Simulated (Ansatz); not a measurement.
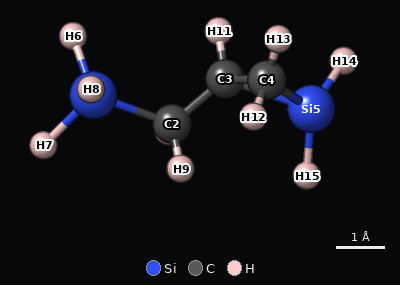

Starting structure of C3H10Si2 (coarse preliminary run). The picture is a ball-and-stick view, seen from a free direction.

The start comes from a force field.

The calculation used Ansatz, RKS PBE-D4/def2-SVP.

Input file:
```yaml
crystal:
  periodic: [false, false, false]
  atoms:
    - {symbol: Si, position_ang: [-1.670300, 0.878200, 1.276200]}
    - {symbol: C, position_ang: [-0.448600, 0.802700, -0.116300]}
    - {symbol: C, position_ang: [0.629400, -0.191000, 0.091900]}
    - {symbol: C, position_ang: [0.621000, -1.586800, -0.388100]}
    - {symbol: Si, position_ang: [1.750100, -0.653300, -1.406200]}
    - {symbol: H, position_ang: [-1.058100, 1.293500, 2.546800]}
    - {symbol: H, position_ang: [-2.683400, 1.984100, 0.944200]}
    - {symbol: H, position_ang: [-2.405300, -0.347300, 1.419300]}
    - {symbol: H, position_ang: [-0.985000, 0.607800, -1.001600]}
    - {symbol: H, position_ang: [0.003200, 1.802100, -0.211100]}
    - {symbol: H, position_ang: [1.250300, 0.012600, 1.006600]}
    - {symbol: H, position_ang: [-0.336600, -1.894200, -0.884200]}
    - {symbol: H, position_ang: [0.917400, -2.359300, 0.214200]}
    - {symbol: H, position_ang: [3.130100, -0.531000, -0.922600]}
    - {symbol: H, position_ang: [1.263900, 0.131100, -2.539800]}
basis:
  gaussian: {orbitals: def2-SVP}
hamiltonian: {xc: pbe, dispersion: d4}
relax: {f_tol: 0.03, max_steps: 200}
```

### Where does the relaxation end?

The largest moves after the best rigid fit, 0.45 Å, are those of H14 and H15. Largest moves by element: H 0.45 Å, C 0.23 Å, Si 0.09 Å. Among the contacts that change: C4–Si5 1.784 → 1.879 Å, C4–H13 1.023 → 1.103 Å, Si1–H8 1.436 → 1.507 Å, C3–C4 1.476 → 1.546 Å. Among the angles between lasting bonds that change: C3–Si5–H14 105.7° → 120.1°, C3–Si5–H15 106.3° → 118.3°, C2–C3–C4 125.8° → 118.9°. The energy falls by 17.5 kcal/mol in 6 accepted moves (7 points after the start). Largest force component: 3.6 eV/Å at the start, 0.025 eV/Å at the end. The line search rejected the trial step at point 3 of the run. The run took roughly 50 core-seconds on a shared host.

History of the run:

```
step  E − E(0), kcal/mol  largest force component, eV/Å      note
   0                0.00                         3.5580          
   1              -13.28                         1.4130          
   2              -16.54                         0.3967          
   3              -15.02                         0.5173  rejected
   4              -17.39                         0.1491          
   5              -17.49                         0.0862          
   6              -17.52                         0.0326          
   7              -17.53                         0.0248
```

Final geometry:

```xyz
15

Si   -1.7358    0.8143    1.2598
C    -0.4205    0.9848   -0.1082
C     0.7358    0.0077    0.0653
C     0.5201   -1.4784   -0.3015
Si    1.7998   -0.6107   -1.3697
H    -1.1019    1.0573    2.6063
H    -2.8517    1.8101    1.0685
H    -2.3283   -0.5711    1.2628
H    -0.9226    0.8362   -1.0894
H    -0.0529    2.0335   -0.1113
H     1.2949    0.1492    1.0100
H    -0.4481   -1.7205   -0.7757
H     0.8325   -2.2401    0.4331
H     3.2536   -0.8919   -1.1598
H     1.4032   -0.2312   -2.7609
```

The end point in the same view:

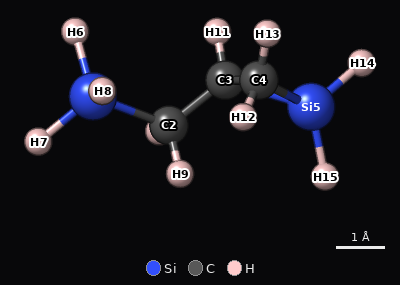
